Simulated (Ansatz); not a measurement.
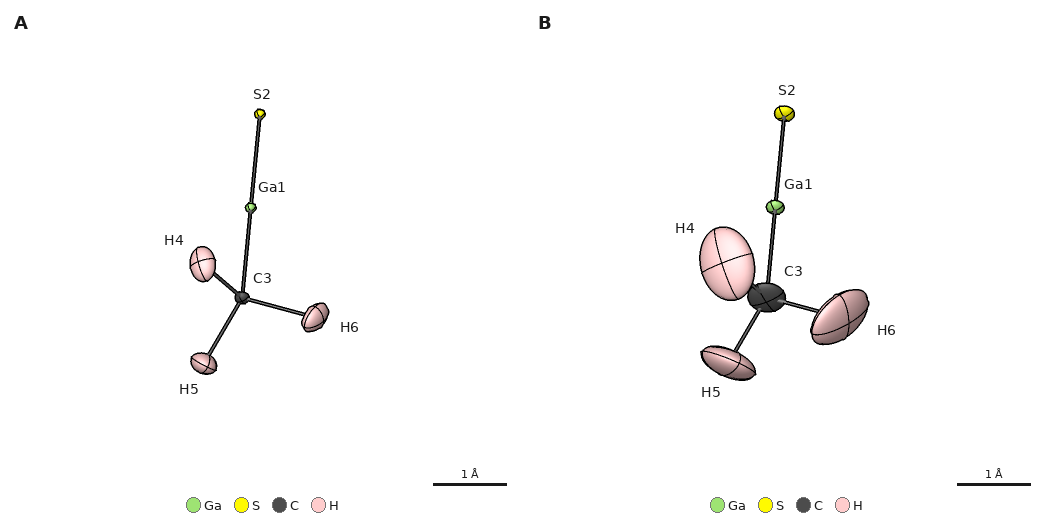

Displacement ellipsoids at the 50 % level, from the internal vibrations of the free molecule (harmonic, no overall translation or rotation; no half-axis is drawn under 0.075 Å). Vibrations computed with RKS PBE0-D4/def2-TZVP (Ansatz 0.2.0). One panel is for 100 K, the other for 900 K.

Which panel is for 900 K?

Answer. B.

How much does the mean-square displacement of C3 grow, and why?

Answer. U_eq goes from 0.0035 to 0.0202 Å², a factor of 5.8. Modes below kT (626 cm⁻¹ at 900 K) grow about in proportion to T, and the lowest lies at 130 cm⁻¹; the mean-square amplitude of a mode is its zero-point value times coth(ħω/2kT), which comes close to 1 only above about 3kT.
